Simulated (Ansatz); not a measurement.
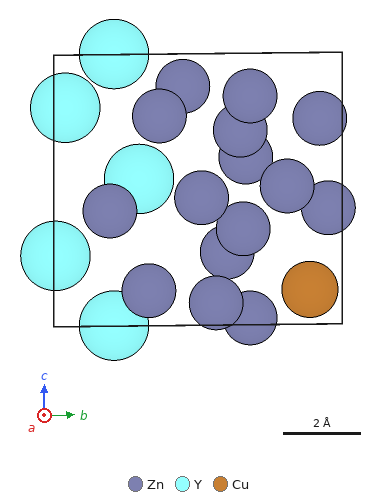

Starting frame of a dynamics run of an amorphous cell of composition Y₄Zn₁₅Cu (20 atoms in the cell). A spheres-only model of the simulation cell, seen along the a axis.

Computed with DFT PBE, scalar-relativistic, plane waves, PAW in Ansatz 0.2.0.

Input file:
```yaml
crystal:
  lattice:
    - [7.08189, 0.055227, -0.043226]
    - [0.055227, 7.537512, 0.038165]
    - [-0.043226, 0.038165, 7.093807]
  atoms:
    - { symbol: Zn, position: [0.7175639297, 0.5631107399, 0.0819104673] }
    - { symbol: Zn, position: [0.927504575, 0.6806199198, 0.8424273853] }
    - { symbol: Zn, position: [0.7863586875, 0.5125754868, 0.4696151336] }
    - { symbol: Zn, position: [0.2065220856, 0.665729999, 0.617526187] }
    - { symbol: Zn, position: [0.8522350189, 0.3664998079, 0.7723337188] }
    - { symbol: Zn, position: [0.1672601448, 0.4476298075, 0.8805283482] }
    - { symbol: Zn, position: [0.1024543594, 0.6015381935, 0.2689203006] }
    - { symbol: Zn, position: [0.9564800547, 0.3300259914, 0.1293344281] }
    - { symbol: Zn, position: [0.6115303932, 0.9519569924, 0.4278777647] }
    - { symbol: Zn, position: [0.5372589067, 0.6468018839, 0.7168571666] }
    - { symbol: Zn, position: [0.9131143974, 0.8090874859, 0.509634371] }
    - { symbol: Zn, position: [0.3715850961, 0.680831284, 0.0251605329] }
    - { symbol: Zn, position: [0.7093737223, 0.9220368462, 0.7573505622] }
    - { symbol: Zn, position: [0.4963234246, 0.6568389696, 0.3535456847] }
    - { symbol: Zn, position: [0.8351424802, 0.1949011133, 0.42428985] }
    - { symbol: "Y", position: [0.2054409023, 0.0061363581, 0.2612265795] }
    - { symbol: "Y", position: [0.5113480785, 0.2090962026, 0.0020471065] }
    - { symbol: "Y", position: [0.13794937, 0.0401645607, 0.8062284601] }
    - { symbol: "Y", position: [0.3919087674, 0.2957786486, 0.5411679547] }
    - { symbol: Cu, position: [0.7908721021, 0.8880253761, 0.127847215] }
  symmetry: { detect: false }
basis:
  ecutwfc: 320
  xc_grid: 1
kpoints:
  mp_grid: { grid: [1, 1, 1], shift: [0.25, 0.25, 0.25] }
hamiltonian:
  xc: pbe
scf:
  occupations: { method: fermi_dirac, width: 0.1181 }
  lower_state_search: "off"
  convergence: { dr2_threshold: 1.0e-05 }
output:
  forces: true
  stress: true
md:
  timestep: 3.0
  n_steps: 24
  ensemble: nvt_langevin
  friction: 0.03
  temperature: 1370.0
  initial_velocities: maxwell_boltzmann
  seed: 70763
```

Launched with:
```bash
ansatz run input.yaml --threads 2 --pin off --max-ram 5120MiB --backend cpu --events-out ev --progress --plain --runs-dir out
```

Q: What does the trajectory do?

A: The mean temperature in the second half is 1157 K (standard deviation 237 K). The potential energy is still drifting at the end, so the run hasn't reached equilibrium. The potential energy in the second half lies on average 36.9 meV per atom below the first frame. The mean pressure there is 3.6 GPa. Root-mean-square distances from the starting positions over the second half, with the common drift of all atoms taken out: Zn 0.25 Å, Y 0.24 Å, Cu 0.16 Å. The run lasts only 72 fs, too short to tell vibration from diffusion.

Along the run (each row but the first and the last is the mean over the interval that it begins):

```
time (fs)  potential energy (meV/atom)  T (K)  p (GPa)
      0.0                          0.0   1302      4.1
     12.0                         -2.8   1114      4.1
     24.0                        -15.7   1141      4.0
     36.0                        -29.5   1357      3.9
     48.0                        -33.1   1206      3.7
     60.0                        -43.4    882      3.2
     72.0                        -55.6   1264      3.2
```

The paths of the atoms, magnified 2 times:

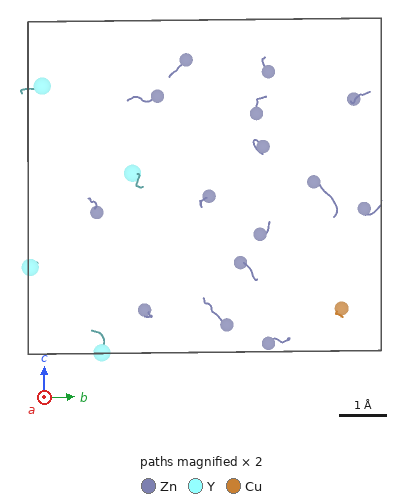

Limits of the set-up: the k-point mesh is coarse for a cell with partly filled bands; the cutoff lies below the recommended one; the periodic images lie only 7.1 Å apart, so the values are limited by the cell's size.
